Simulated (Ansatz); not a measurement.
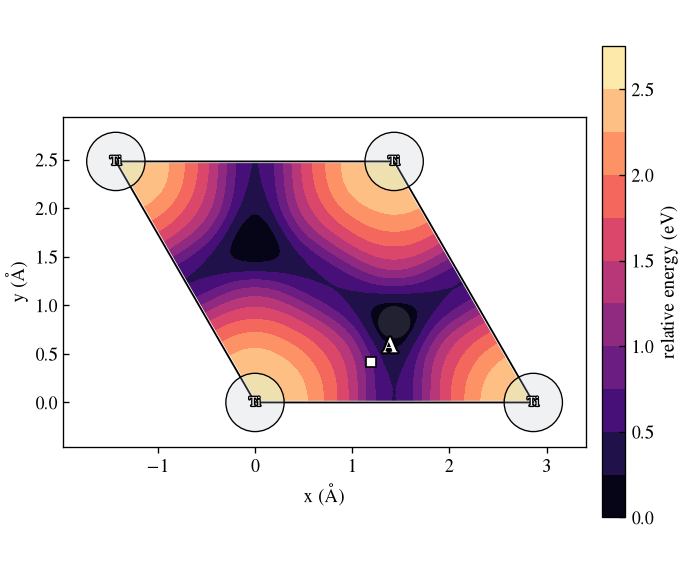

C on a Ti(001) slab cut from the P6_3/mmc phase, its upper half relaxed before the scan (5 atoms of substrate and one adsorbate in a 1 × 1 cell). C is moved over the surface cell; relaxed at each place: the height of the adsorbate's atoms; substrate rigid; the origin of the map has the adsorbate above Ti5. Places are given modulo a cell vector. The map is drawn in real space over the plane of the surface. The grid has 6 × 6 points; 10 points were computed and 26 follow by symmetry. All energies are given in eV relative to the lowest grid point. With one adsorbate in each 1 × 1 cell, its nearest image is 2.9 Å away, so neighbouring adsorbates interact. Computed with Ansatz 0.2.0, DFT LDA, scalar-relativistic, plane waves, PAW. Settings: cutoff 420 eV, k-mesh 9×9×1, gaussian smearing 0.1 eV, no spin polarisation.

Drawn: filled contours, labelled circles for the atoms of the top layer and small ones for the second layer, the outline of one cell of the plane, the point A. Between grid points the surface is interpolated.

Question: Which way does the force act at A, and how strong is it?

Answer: A, at (3/6, 1/6) of the cell vectors, is not a stationary point. The computed force is 2.8 eV/Å in the plane, pointing right in the picture (components 2.7 and 0.7 eV/Å).

PAW datasets: the set soft_1.
